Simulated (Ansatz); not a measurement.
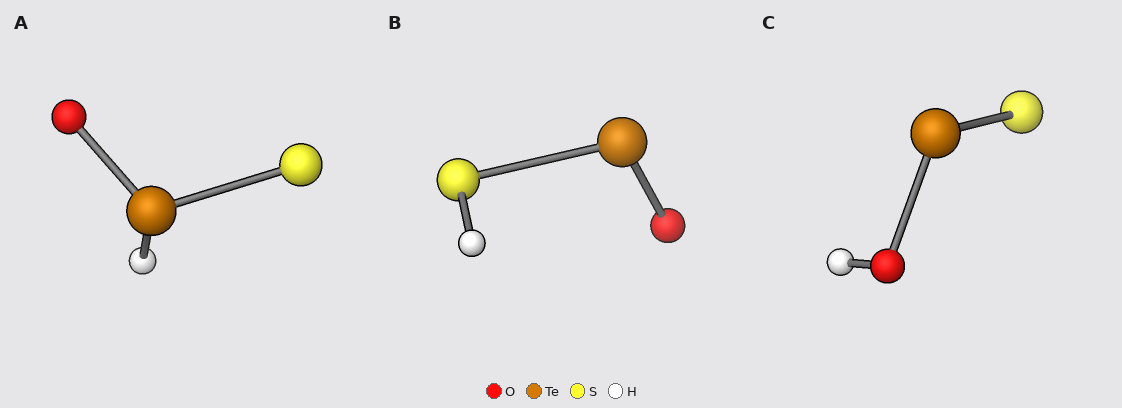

3 stationary structures of one formula. The species has charge −1 and is a spin singlet. Geometries: PBE-D4/def2-SVPD. Electronic energies: PBE-D4/def2-SVPD (Ansatz 0.2.0), without zero-point energy. No frequency run is at hand to confirm each as a minimum.

Rank them by energy, lowest first.

C is lowest (C1); B lies 82.7 kJ/mol above it (C1), A lies 115.5 kJ/mol above it (C1).
